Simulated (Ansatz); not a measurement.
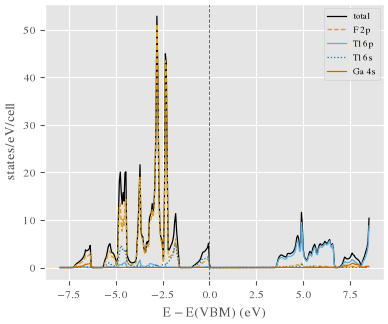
Figure. Total and projected density of states of Tl₃GaF₆ in space group Fm-3m (No. 225; Tl on 8c, Tl on 4b, Ga on 4a, F on 24e), plane-wave PAW r²SCAN+D4 (Ansatz code)

Problem. Which orbitals carry the states next to the gap?

Solution. Top 1 eV of the valence band: Tl 6s 57 %, F 2p 34 %. Bottom 1 eV of the conduction band: Tl 6p 80 %, F 2p 8 %, F 2s 6 %. Projections are on Löwdin-orthogonalised atomic valence shells; empty p or d shells of many metals are not among them.

Problem. Where is the tallest occupied peak in this window, and what makes it?

Solution. Near -2.8 eV, about 53 states/eV per cell; the largest projected share is F 2p.

The first step of the workflow began from a Materials Project structure, measured or hypothetical; the Crystallography Open Database copy checked does not list it. Its standing as an ambient phase is unchecked. The r²SCAN+D4 relaxation kept the symmetry of its start; whether a distortion lowers the energy is not shown. Spin–orbit coupling is left out wherever it is not named.

Potentials: the later of the program's two PAW sets.
